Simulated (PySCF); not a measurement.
# One shape, several levels: SiHCl2OF (SMILES O[Si](F)(Cl)Cl)

We compute a comparison of 6 runs (B3LYP/def2-SVP, PBE0/def2-SVP, TPSS/def2-SVP, wB97M-V/def2-SVP, wB97X/def2-SVP, SCS-MP2/def2-SVP) of SiHCl2OF. Input form: a Python script.

Program for the calculation: PySCF 2.14.0.

1 further run of the same task is left out (set aside as unsound or not needed). Runs told in other sessions of the task aren't counted.

**1. The system as given**

SiHCl2OF has 6 atoms, charge 0, and is taken as a singlet. SMILES: `O[Si](F)(Cl)Cl`. The shape is that of a PBE0-D4/def2-TZVP optimisation. This is one conformer, not always the lowest.

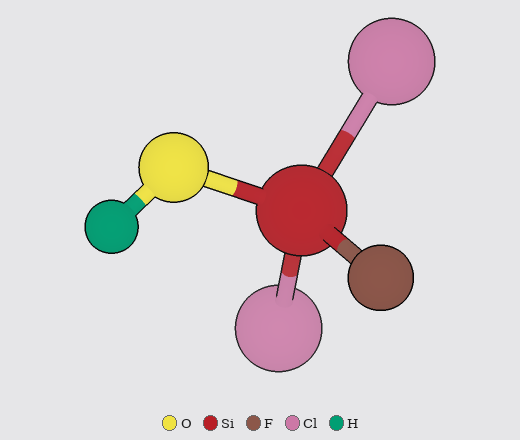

Viewed from a chosen angle; oxygen yellow, silicon red, fluorine brown, chlorine pink, hydrogen teal.

**2. The energy at B3LYP/def2-SVP (run 1)**

The input, calc.py:

```python
from pyscf import gto, dft

system = gto.M(
    atom='''
O     -0.507700     0.453700     1.122500
Si     0.219500     0.013400    -0.247400
F      1.583200    -0.726700     0.044400
Cl    -0.921300    -1.272900    -1.319600
Cl     0.618000     1.683900    -1.294500
H     -0.949600    -0.215500     1.648500
''',
    max_memory=1860,
    charge=0,
    basis='def2-svp',
    spin=0,
    verbose=3,
)

mf = dft.RKS(system, xc='b3lyp')
mf.grids.level = 5
mf.conv_tol = 1e-10
mf.kernel()
if not mf.converged:
    mf = mf.newton().run(mf.mo_coeff, mf.mo_occ)

e_tot = mf.e_tot
print('E(%s) = %.9f' % ('B3LYP', e_tot))
```

The run is started by

```
OMP_NUM_THREADS=1 python calc.py
```

Log:

```text
<dir> SyntaxWarning: invalid escape sequence '\W'
  S = {(paw_set(r)[0], bool(re.search(r"spin_orbit\W+true|paw_fr", str((r.get("files") or {}).get("input") or "")) or re.search("(?i)spin.orbit\W+(value\W+)?(true|yes)|value\W+spin-orbit", json.dumps(r.get("inputs"), default=str)))) for r in records}
converged SCF energy = -1385.293189105
E(B3LYP) = -1385.293189105
```

Run time: 17 s. Hardware: 1 thread of Arm Neoverse V2, shared host; peak memory 0.45 GiB.

**3. The energy at PBE0/def2-SVP (run 2)**

The input, job.py:

```python
from pyscf import gto, dft

molecule = gto.Mole()
molecule.atom = '''
O   -0.507700   0.453700   1.122500
Si   0.219500   0.013400  -0.247400
F    1.583200  -0.726700   0.044400
Cl  -0.921300  -1.272900  -1.319600
Cl   0.618000   1.683900  -1.294500
H   -0.949600  -0.215500   1.648500
'''
molecule.basis = 'def2-svp'
molecule.verbose = 3
molecule.max_memory = 1860
molecule.build()

mf = dft.RKS(molecule, xc='pbe0')
mf.conv_tol = 1e-10
mf.grids.level = 5
mf.kernel()
if not mf.converged:
    mf = mf.newton().run(mf.mo_coeff, mf.mo_occ)

etot = mf.e_tot
print(f'total energy: {etot:.8f} hartree')
```

The run is started by

```
OMP_NUM_THREADS=1 python job.py
```

Log:

```text
<dir> SyntaxWarning: invalid escape sequence '\W'
  S = {(paw_set(r)[0], bool(re.search(r"spin_orbit\W+true|paw_fr", str((r.get("files") or {}).get("input") or "")) or re.search("(?i)spin.orbit\W+(value\W+)?(true|yes)|value\W+spin-orbit", json.dumps(r.get("inputs"), default=str)))) for r in records}
converged SCF energy = -1384.6592895822
total energy: -1384.65928958 hartree
```

Run time: 17 s. Hardware: 1 thread of Arm Neoverse V2, shared host; peak memory 0.45 GiB.

Runs 3 to 5 aren't shown in full; the table further down has their settings and results.

**4. The energy at SCS-MP2/def2-SVP (run 6)**

The input, calc.py:

```python
# O[Si](F)(Cl)Cl
from pyscf import gto, scf, mp

mol = gto.M(
    atom='''
O     -0.959414     0.857369     2.121218
Si     0.414795     0.025322    -0.467518
F      2.991814    -1.373264     0.083904
Cl    -1.741005    -2.405432    -2.493683
Cl     1.167851     3.182110    -2.446250
H     -1.794484    -0.407236     3.115214
''',
    max_memory=1860,
    unit='bohr',
    basis='def2-svp',
    verbose=4,
)

mf = scf.RHF(mol)
mf.conv_tol = 1e-10
mf.kernel()
if not mf.converged:
    mf = mf.newton().run(mf.mo_coeff, mf.mo_occ)

pt = mp.MP2(mf, frozen=17).run()
energy = mf.e_tot + 1.2 * pt.e_corr_os + pt.e_corr_ss / 3
print('E = %.10f Eh' % energy)
```

The run is started by

```
OMP_NUM_THREADS=1 python calc.py
```

Log:

```text
<dir> SyntaxWarning: invalid escape sequence '\W'
  S = {(paw_set(r)[0], bool(re.search(r"spin_orbit\W+true|paw_fr", str((r.get("files") or {}).get("input") or "")) or re.search("(?i)spin.orbit\W+(value\W+)?(true|yes)|value\W+spin-orbit", json.dumps(r.get("inputs"), default=str)))) for r in records}

PySCF version 2.14.0

[INPUT] num. atoms = 6
[INPUT] num. electrons = 66
[INPUT] charge = 0
[INPUT] spin (= nelec alpha-beta = 2S) = 0
[INPUT] symmetry False subgroup None
[INPUT] Mole.unit = bohr
[INPUT] Symbol           X                Y                Z      unit          X                Y                Z       unit  Magmom
[INPUT]  1 O     -0.507700024638   0.453700136149   1.122500224993 AA   -0.959414000000   0.857369000000   2.121218000000 Bohr   0.0
[INPUT]  2 Si     0.219500061204   0.013399825335  -0.247399871295 AA    0.414795000000   0.025322000000  -0.467518000000 Bohr   0.0
[INPUT]  3 F      1.583199788111  -0.726700013377   0.044400084705 AA    2.991814000000  -1.373264000000   0.083904000000 Bohr   0.0
[INPUT]  4 Cl    -0.921300170098  -1.272899796818  -1.319600214859 AA   -1.741005000000  -2.405432000000  -2.493683000000 Bohr   0.0
[INPUT]  5 Cl     0.618000134950   1.683900094641  -1.294499752213 AA    1.167851000000   3.182110000000  -2.446250000000 Bohr   0.0
[INPUT]  6 H     -0.949600038161  -0.215500010666   1.648500255939 AA   -1.794484000000  -0.407236000000   3.115214000000 Bohr   0.0

nuclear repulsion = 382.547105513594
number of shells = 39
number of NR pGTOs = 163
number of NR cGTOs = 87
basis = def2-svp
ecp = {}

******** <class 'pyscf.scf.hf.RHF'> ********
method = RHF
initial guess = minao
damping factor = 0
level_shift factor = 0
DIIS = <class 'pyscf.scf.diis.CDIIS'>
diis_start_cycle = 1
diis_space = 8
diis_damp = 0
SCF conv_tol = 1e-10
SCF conv_tol_grad = None
SCF max_cycles = 50
direct_scf = True
direct_scf_tol = 1e-13
Set gradient conv threshold to 1e-05
Initial guess from minao.
init E= -1383.04277852975
  HOMO = -0.442646243686403  LUMO = 0.059326682810164  gap/eV = 13.65938
cycle= 1 E= -1382.41147577768  delta_E= 0.631  |g|= 0.688  |ddm|= 2.55
  HOMO = -0.481029014202291  LUMO = 0.130703622019493  gap/eV = 16.64609
cycle= 2 E= -1382.48822307085  delta_E= -0.0767  |g|= 0.368  |ddm|= 0.843
  HOMO = -0.47435374924357  LUMO = 0.145095946984926  gap/eV = 16.85608
cycle= 3 E= -1382.51421370124  delta_E= -0.026  |g|= 0.0433  |ddm|= 0.292
  HOMO = -0.474844061355761  LUMO = 0.153055334622413  gap/eV = 17.08601
cycle= 4 E= -1382.51473728403  delta_E= -0.000524  |g|= 0.0116  |ddm|= 0.0554
  HOMO = -0.474461964647837  LUMO = 0.152160887681466  gap/eV = 17.05128
cycle= 5 E= -1382.51478245209  delta_E= -4.52e-05  |g|= 0.00267  |ddm|= 0.0171
  HOMO = -0.474626225412285  LUMO = 0.152215303199764  gap/eV = 17.05723
cycle= 6 E= -1382.51478566801  delta_E= -3.22e-06  |g|= 0.000677  |ddm|= 0.00375
  HOMO = -0.474646274373491  LUMO = 0.152215313719521  gap/eV = 17.05777
cycle= 7 E= -1382.51478597431  delta_E= -3.06e-07  |g|= 0.00017  |ddm|= 0.0015
  HOMO = -0.474650058637287  LUMO = 0.152230048650465  gap/eV = 17.05828
cycle= 8 E= -1382.51478598877  delta_E= -1.45e-08  |g|= 7.32e-05  |ddm|= 0.00032
  HOMO = -0.474651781516252  LUMO = 0.152230031015632  gap/eV = 17.05832
cycle= 9 E= -1382.51478599049  delta_E= -1.72e-09  |g|= 1.31e-05  |ddm|= 0.000103
  HOMO = -0.474652141584678  LUMO = 0.152231051290371  gap/eV = 17.05836
cycle= 10 E= -1382.51478599058  delta_E= -9.35e-11  |g|= 3.13e-06  |ddm|= 2.58e-05
  HOMO = -0.474652299071464  LUMO = 0.152230887916798  gap/eV = 17.05836
Extra cycle  E= -1382.51478599058  delta_E= -9.09e-13  |g|= 1.33e-06  |ddm|= 4.87e-06
converged SCF energy = -1382.51478599058

******** <class 'pyscf.mp.mp2.RMP2'> ********
nocc = 16, nmo = 70
frozen orbitals 17
E(RMP2) = -1383.23627741234  E_corr = -0.721491421757256
E(SCS-RMP2) = -1383.20954414226  E_corr = -0.69475815168014
E_corr(same-spin) = -0.197344101263731
E_corr(oppo-spin) = -0.524147320493525
E = -1383.2095441423 Eh
```

Wall time 1.6 s (1 thread of Arm Neoverse V2, shared host); peak memory 0.2 GiB.

**5. All runs side by side**

```tsv
run	level	nlc grid	integration grid	energy (Eh)	dipole moment (D) of the reference	HOMO energy (eV)	LUMO energy (eV)	wall time
1	B3LYP/def2-SVP	–	5	-1385.293189	1.87	-9.04	0.36	17 s
2	PBE0/def2-SVP	–	5	-1384.659290	1.92	-9.44	0.66	17 s
3	TPSS/def2-SVP	–	5	-1385.322421	1.90	-8.08	-0.14	53 s
4	wB97M-V/def2-SVP	1	5	-1385.159424	1.90	-11.64	2.52	76 s
5	wB97X/def2-SVP	–	5	-1385.209377	1.94	-11.87	2.95	23 s
6	SCS-MP2/def2-SVP	–	–	-1383.209544	2.02	-12.92	4.14	1.6 s
```

**6. Results**

```
                                           quantity           value
                                run 6: total energy  -1383.20954 Eh
        run 6: dipole moment (Hartree–Fock density)          2.02 D
         run 6: HOMO energy (Hartree–Fock orbitals)       -12.92 eV
         run 6: LUMO energy (Hartree–Fock orbitals)         4.14 eV
       run 6: HOMO–LUMO gap (Hartree–Fock orbitals)        17.06 eV
run 6: correlation energy (17 core orbitals frozen)      -694.8 mEh
```

In words: Over runs 1, 2, 3, 4, 5 the dipole moment (its size) runs from 1.87 D (B3LYP/def2-SVP) to 1.94 D (wB97X/def2-SVP). Over runs 1, 2, 3, 4, 5 the HOMO–LUMO gap runs from 7.94 eV (TPSS/def2-SVP) to 14.82 eV (wB97X/def2-SVP). Totals of different functionals can't be ranked against each other. All runs together took 3.1 min, the longest 76 s.
